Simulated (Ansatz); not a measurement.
# Molecular dynamics of C₂H₂F₂Si (part 2 of 2)

The same run, continued: C₂H₂F₂Si; RKS PBE-d4/def2-SVP (Ansatz 0.2.0). The geometry comes from this level: PBE0-D4/def2-TZVP.

Geometry of the input (Å):
```
F  0.3245  -1.5376  1.6720
C  0.1153  -0.6973  0.6793
C  -0.4849  -0.6922  -0.5013
F  -1.1668  -1.5250  -1.2610
Si 0.2716  0.9206  -0.1362
H  -0.5335  2.0974  0.2783
H  1.5350  1.3660  -0.7766
```

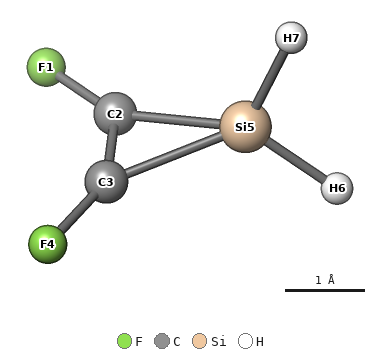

**Figure 1.** The geometry at step 30 of the log (ball-and-stick view, seen at a tilt; atoms are numbered from 1 in the order of the input).

Trajectory as extended XYZ, continued
```
7
Properties=species:S:1:pos:R:3:forces:R:3 step=9 time_fs=9.0 energy=-15394.85055 temperature=360.7
F     0.4272   -1.5898    1.6803   -0.3096   0.1536  -0.6497
C     0.1075   -0.7617    0.6694    0.0288   0.6986   0.6884
C    -0.6028   -0.6510   -0.4693    1.9301   0.0723   1.7382
F    -1.1687   -1.4634   -1.2598   -1.8646  -1.8190  -2.2202
Si    0.2586    0.9131   -0.1200    0.5348   0.2251   0.5579
H    -0.7532    1.9634    0.2969    0.6533   0.3691  -0.1415
H     1.7154    1.2286   -0.5840   -0.9728   0.3003   0.0269
7
Properties=species:S:1:pos:R:3:forces:R:3 step=11 time_fs=11.0 energy=-15394.88226 temperature=396.6
F     0.4434   -1.6028    1.6756   -0.2624   0.0420  -0.4526
C     0.1133   -0.7665    0.6845   -0.3800   0.8762  -0.0715
C    -0.6164   -0.6505   -0.4567    2.2197   0.0633   2.0677
F    -1.1799   -1.4542   -1.2625   -1.7484  -1.7090  -2.0547
Si    0.2548    0.9141   -0.1117    0.2433   0.0828   0.7508
H    -0.7472    1.9765    0.3010    0.6369   0.3273  -0.1288
H     1.6974    1.2428   -0.5392   -0.7090   0.3174  -0.1109
7
Properties=species:S:1:pos:R:3:forces:R:3 step=13 time_fs=13.0 energy=-15394.95091 temperature=532.0
F     0.4567   -1.6173    1.6703   -0.2046  -0.0968  -0.2525
C     0.1189   -0.7740    0.6981   -0.5145   1.0309  -0.3600
C    -0.6233   -0.6490   -0.4352    1.8581  -0.4244   1.4175
F    -1.1960   -1.4468   -1.2675   -1.3041  -1.1469  -1.3979
Si    0.2514    0.9145   -0.1017   -0.2391  -0.1653   1.0056
H    -0.7227    1.9848    0.3090    0.4472   0.4104  -0.0532
H     1.6532    1.2629   -0.4868   -0.0430   0.3920  -0.3596
7
Properties=species:S:1:pos:R:3:forces:R:3 step=15 time_fs=15.0 energy=-15394.98777 temperature=514.5
F     0.4672   -1.6312    1.6649   -0.1681  -0.1773  -0.1210
C     0.1206   -0.7795    0.7102   -0.3649   1.0210  -0.1360
C    -0.6256   -0.6473   -0.4082    1.0035  -1.1146   0.0335
F    -1.2137   -1.4441   -1.2772   -0.6447  -0.3573  -0.4179
Si    0.2469    0.9144   -0.0900   -0.5720  -0.3604   1.1262
H    -0.6949    1.9969    0.2950    0.1700   0.5540   0.0800
H     1.6150    1.2895   -0.4379    0.5762   0.4347  -0.5647
7
Properties=species:S:1:pos:R:3:forces:R:3 step=17 time_fs=17.0 energy=-15394.99655 temperature=572.4
F     0.4797   -1.6442    1.6581   -0.1469  -0.2146   0.0001
C     0.1192   -0.7820    0.7229    0.0369   0.8829   0.3907
C    -0.6221   -0.6548   -0.3809    0.0527  -1.3114  -1.5060
F    -1.2310   -1.4442   -1.2888   -0.0466   0.2197   0.4630
Si    0.2435    0.9162   -0.0804   -0.5984  -0.4408   1.0997
H    -0.6602    2.0317    0.2678   -0.0407   0.5407   0.1774
H     1.6013    1.3283   -0.3991    0.7430   0.3235  -0.6248
7
Properties=species:S:1:pos:R:3:forces:R:3 step=19 time_fs=19.0 energy=-15394.97871 temperature=541.0
F     0.4924   -1.6549    1.6498   -0.1014  -0.2394   0.1403
C     0.1216   -0.7805    0.7346    0.4756   0.6255   0.9999
C    -0.6155   -0.6670   -0.3558   -0.8555  -1.1706  -2.9516
F    -1.2506   -1.4438   -1.2990    0.4603   0.5885   1.1970
Si    0.2400    0.9169   -0.0706    0.0374  -0.1229   0.8657
H    -0.6159    2.0823    0.2399   -0.1871   0.3780   0.2390
H     1.6200    1.3889   -0.3788    0.1707  -0.0592  -0.4904
7
Properties=species:S:1:pos:R:3:forces:R:3 step=20 time_fs=20.0 energy=-15394.95449 temperature=505.5
F     0.4988   -1.6596    1.6458   -0.0605  -0.2845   0.2544
C     0.1237   -0.7790    0.7423    0.5790   0.5507   1.0850
C    -0.6119   -0.6739   -0.3459   -1.1351  -1.0023  -3.3767
F    -1.2588   -1.4424   -1.3021    0.6405   0.6720   1.4445
Si    0.2392    0.9170   -0.0657    0.2845   0.1792   0.7716
H    -0.5963    2.1153    0.2297   -0.1546   0.1535   0.2282
H     1.6335    1.4192   -0.3771   -0.1537  -0.2686  -0.4071
7
Properties=species:S:1:pos:R:3:forces:R:3 step=22 time_fs=22.0 energy=-15394.87710 temperature=421.5
F     0.5091   -1.6692    1.6371    0.0617  -0.4488   0.5812
C     0.1292   -0.7753    0.7609    0.4974   0.5341   0.7266
C    -0.6027   -0.6890   -0.3333   -1.3766  -0.5668  -3.6364
F    -1.2755   -1.4398   -1.3051    0.9365   0.7420   1.7812
Si    0.2374    0.9193   -0.0559    0.4695   0.8573   0.6466
H    -0.5739    2.1927    0.2200    0.0821  -0.5158   0.1488
H     1.6580    1.4702   -0.3865   -0.6706  -0.6020  -0.2479
7
Properties=species:S:1:pos:R:3:forces:R:3 step=24 time_fs=24.0 energy=-15394.81838 temperature=376.6
F     0.5161   -1.6761    1.6314    0.1646  -0.5353   0.8479
C     0.1330   -0.7695    0.7761    0.3328   0.4176   0.2764
C    -0.5940   -0.7124   -0.3287   -1.3246   0.1833  -3.4882
F    -1.2906   -1.4374   -1.3043    1.1072   0.6412   1.9102
Si    0.2388    0.9243   -0.0462    0.4034   0.8713   0.4464
H    -0.5559    2.2397    0.2181    0.1642  -0.8427   0.1414
H     1.6646    1.4927   -0.4137   -0.8476  -0.7354  -0.1341
7
Properties=species:S:1:pos:R:3:forces:R:3 step=26 time_fs=26.0 energy=-15394.83713 temperature=384.7
F     0.5221   -1.6835    1.6312    0.1890  -0.4617   0.9435
C     0.1350   -0.7632    0.7896    0.0562   0.1597  -0.3230
C    -0.5856   -0.7357   -0.3331   -0.9866   0.9205  -2.8260
F    -1.3022   -1.4352   -1.3013    1.1687   0.4693   1.8703
Si    0.2429    0.9292   -0.0337    0.2302   0.3865   0.2029
H    -0.5291    2.2461    0.2284    0.0368  -0.7558   0.2108
H     1.6413    1.4967   -0.4559   -0.6942  -0.7184  -0.0784
7
Properties=species:S:1:pos:R:3:forces:R:3 step=28 time_fs=28.0 energy=-15394.89723 temperature=373.6
F     0.5274   -1.6937    1.6324    0.1604  -0.2519   0.8986
C     0.1389   -0.7565    0.8004   -0.4268  -0.2378  -1.1821
C    -0.5781   -0.7549   -0.3481   -0.2990   1.5966  -1.5271
F    -1.3083   -1.4310   -1.2976    1.0705   0.2120   1.6178
Si    0.2471    0.9333   -0.0210   -0.0454  -0.6198  -0.0217
H    -0.4963    2.2144    0.2421   -0.3163  -0.2017   0.3739
H     1.5874    1.4729   -0.5047   -0.1434  -0.4975  -0.1594
7
Properties=species:S:1:pos:R:3:forces:R:3 step=30 time_fs=30.0 energy=-15394.89282 temperature=422.7
F     0.5340   -1.7048    1.6348    0.0600   0.0353   0.7126
C     0.1402   -0.7540    0.8051   -0.8086  -0.6408  -1.8990
C    -0.5707   -0.7677   -0.3712    0.4487   2.1366  -0.0373
F    -1.3106   -1.4249   -1.2945    0.8200  -0.1051   1.1750
Si    0.2502    0.9360   -0.0079   -0.3787  -1.8158  -0.1373
H    -0.4766    2.1692    0.2678   -0.7057   0.5352   0.5577
H     1.5329    1.4282   -0.5452    0.5642  -0.1454  -0.3717
7
Properties=species:S:1:pos:R:3:forces:R:3 step=31 time_fs=31.0 energy=-15394.87548 temperature=493.7
F     0.5384   -1.7114    1.6354   -0.0240   0.2429   0.5541
C     0.1402   -0.7524    0.8051   -0.8878  -0.9165  -2.0954
C    -0.5652   -0.7730   -0.3842    0.7866   2.4007   0.6706
F    -1.3108   -1.4208   -1.2917    0.6436  -0.2940   0.8953
Si    0.2520    0.9371   -0.0014   -0.5224  -2.1888  -0.1823
H    -0.4779    2.1503    0.2913   -0.7899   0.7558   0.6089
H     1.5124    1.4099   -0.5678    0.7938  -0.0001  -0.4512
7
Properties=species:S:1:pos:R:3:forces:R:3 step=33 time_fs=33.0 energy=-15394.89499 temperature=627.0
F     0.5504   -1.7261    1.6378   -0.2425   0.7674   0.0950
C     0.1425   -0.7503    0.7963   -0.8102  -1.6265  -1.9754
C    -0.5520   -0.7818   -0.4083    1.2912   2.8366   1.7464
F    -1.3086   -1.4132   -1.2851    0.2420  -0.6730   0.3259
Si    0.2532    0.9370    0.0133   -0.6062  -2.0311  -0.3631
H    -0.5142    2.1257    0.3626   -0.5213   0.5915   0.5114
H     1.4954    1.3760   -0.6274    0.6470   0.1351  -0.3402
7
Properties=species:S:1:pos:R:3:forces:R:3 step=35 time_fs=35.0 energy=-15394.93765 temperature=753.3
F     0.5627   -1.7436    1.6398   -0.5096   1.3493  -0.4935
C     0.1430   -0.7490    0.7773   -0.3034  -2.3882  -1.0382
C    -0.5389   -0.7808   -0.4216    1.2076   2.8573   1.8387
F    -1.3050   -1.4074   -1.2771    0.0170  -0.8355   0.0170
Si    0.2526    0.9350    0.0278   -0.5751  -0.8586  -0.5246
H    -0.5814    2.1238    0.4739    0.2379  -0.2164   0.0879
H     1.5043    1.3545   -0.7020   -0.0743   0.0922   0.1127
7
Properties=species:S:1:pos:R:3:forces:R:3 step=37 time_fs=37.0 energy=-15394.88699 temperature=744.4
F     0.5751   -1.7611    1.6387   -0.7566   1.7435  -0.9798
C     0.1388   -0.7532    0.7558    0.6074  -2.8410   0.4209
C    -0.5209   -0.7690   -0.4253    0.3150   2.3123   0.8718
F    -1.3009   -1.4044   -1.2681    0.1218  -0.6808   0.0599
Si    0.2510    0.9299    0.0410   -0.4341   0.1135  -0.5825
H    -0.6352    2.1088    0.6003    0.7874  -0.7102  -0.3525
H     1.5061    1.3340   -0.7827   -0.6410   0.0627   0.5623
7
Properties=species:S:1:pos:R:3:forces:R:3 step=39 time_fs=39.0 energy=-15394.82271 temperature=574.2
F     0.5835   -1.7759    1.6348   -0.8933   1.8763  -1.2552
C     0.1386   -0.7657    0.7406    1.3499  -2.8266   1.5286
C    -0.5050   -0.7464   -0.4252   -0.6838   1.3904  -0.2090
F    -1.2963   -1.4040   -1.2604    0.3680  -0.3388   0.2464
Si    0.2499    0.9249    0.0516   -0.3241   0.4835  -0.5414
H    -0.6833    2.0549    0.6949    1.0454  -0.7269  -0.6152
H     1.4890    1.3062   -0.8517   -0.8621   0.1421   0.8459
7
Properties=species:S:1:pos:R:3:forces:R:3 step=41 time_fs=41.0 energy=-15394.85074 temperature=637.9
F     0.5881   -1.7880    1.6293   -0.9414   1.8364  -1.3879
C     0.1432   -0.7837    0.7334    1.5448  -2.4737   1.6780
C    -0.4960   -0.7160   -0.4290   -1.1785   0.2907  -0.4989
F    -1.2926   -1.4046   -1.2556    0.5554   0.0341   0.3738
Si    0.2471    0.9206    0.0622   -0.0535   0.3858  -0.5237
H    -0.6951    1.9696    0.7537    0.9237  -0.3159  -0.5917
H     1.4573    1.2940   -0.8880   -0.8505   0.2425   0.9505
7
Properties=species:S:1:pos:R:3:forces:R:3 step=43 time_fs=43.0 energy=-15394.92811 temperature=858.4
F     0.5908   -1.7972    1.6237   -0.8849   1.5615  -1.3799
C     0.1548   -0.8118    0.7316    1.1436  -1.5288   0.8070
C    -0.4936   -0.6768   -0.4367   -1.0891  -1.1328   0.1334
F    -1.2873   -1.4045   -1.2495    0.5806   0.3851   0.3472
Si    0.2446    0.9165    0.0731    0.3586  -0.1401  -0.4538
H    -0.6618    1.8790    0.7911    0.3925   0.4411  -0.2365
H     1.3969    1.2929   -0.8957   -0.5013   0.4141   0.7827
7
Properties=species:S:1:pos:R:3:forces:R:3 step=44 time_fs=44.0 energy=-15394.91200 temperature=804.0
F     0.5918   -1.8005    1.6205   -0.8181   1.3575  -1.3188
C     0.1619   -0.8266    0.7310    0.7706  -0.9173   0.1102
C    -0.4961   -0.6577   -0.4428   -0.8343  -1.8685   0.7137
F    -1.2843   -1.4049   -1.2463    0.5108   0.5122   0.2632
Si    0.2427    0.9148    0.0782    0.5697  -0.5825  -0.4219
H    -0.6369    1.8329    0.8071   -0.0189   0.9503   0.0842
H     1.3546    1.2953   -0.8925   -0.1800   0.5484   0.5693
7
Properties=species:S:1:pos:R:3:forces:R:3 step=46 time_fs=46.0 energy=-15394.74848 temperature=585.4
F     0.5924   -1.8067    1.6132   -0.6453   0.9028  -1.1140
C     0.1755   -0.8540    0.7299    0.0609   0.2793  -1.1390
C    -0.5045   -0.6251   -0.4520   -0.3693  -3.2681   1.6581
F    -1.2797   -1.4058   -1.2382    0.3254   0.6970   0.0792
Si    0.2377    0.9078    0.0861    0.6990  -1.1953  -0.1073
H    -0.5934    1.7660    0.8421   -0.6943   1.7249   0.6839
H     1.2602    1.3151   -0.8798    0.6237   0.8594  -0.0609
7
Properties=species:S:1:pos:R:3:forces:R:3 step=48 time_fs=48.0 energy=-15394.68710 temperature=585.0
F     0.5914   -1.8139    1.6060   -0.4837   0.5376  -0.9653
C     0.1917   -0.8776    0.7217   -0.4213   1.2274  -1.7281
C    -0.5173   -0.6003   -0.4519   -0.1458  -4.4136   1.8833
F    -1.2760   -1.4061   -1.2336    0.1813   0.8719   0.0277
Si    0.2327    0.8991    0.0906    0.3560  -0.4311   0.6857
H    -0.5790    1.7691    0.9057   -0.3528   1.2968   0.3709
H     1.1944    1.3679   -0.8868    0.8663   0.9110  -0.2741
7
Properties=species:S:1:pos:R:3:forces:R:3 step=50 time_fs=50.0 energy=-15394.72616 temperature=545.8
F     0.5907   -1.8202    1.5965   -0.3666   0.3189  -0.8996
C     0.2072   -0.8955    0.7057   -0.6314   1.7171  -1.7109
C    -0.5312   -0.5902   -0.4475    0.0217  -4.8362   1.7007
F    -1.2757   -1.4063   -1.2309    0.0388   0.9290   0.0228
Si    0.2314    0.8902    0.0961    0.1483   0.9841   1.0851
H    -0.5877    1.8183    0.9728    0.3299   0.3509  -0.3556
H     1.1499    1.4557   -0.9237    0.4594   0.5362   0.1574
```

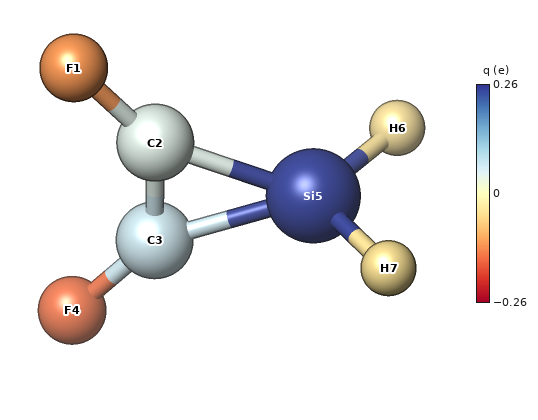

**Figure 2.** Mulliken charges, as the colour of each atom (ball-and-stick view, seen at a tilt; atoms are numbered from 1 in the order of the input). By element: F −0.15 to −0.12, C +0.04 to +0.07, Si +0.25 and H −0.05 to −0.04 e.
